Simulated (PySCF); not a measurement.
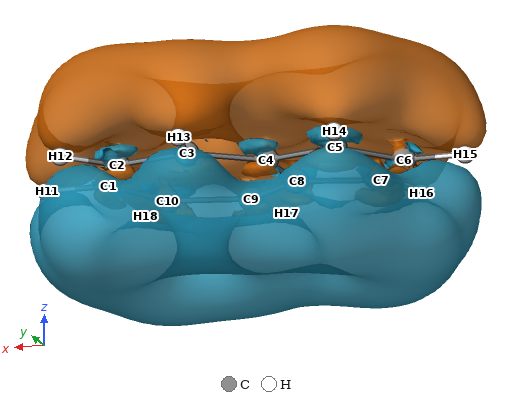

*C$_{10}$H$_{8}$, SMILES `c1ccc2cccc2cc1`. Change of the electron density in a uniform field of 0.51 V/Å, surfaces at ±0.001 e/Å³ (light blue: gain, orange: loss).*

Method: BLYP/6-31+G*; geometry: GFN2-xTB; program: PySCF. No frequency check shows the geometry to be a minimum. The basis has diffuse s and p functions alone, which still leaves polarisabilities too small, most of all across bonds.

The field was applied in both directions; the picture shows the one opposite to the script's first.

Along which Cartesian direction does the field point?

Along +z: electrons gather on the −z side, against the field.

What dipole is induced, and what polarisability does it imply?

The induced dipole is 1.61 D (along the field); α along this axis, from the fields in both directions, is 63 bohr³ (9.4 Å³).
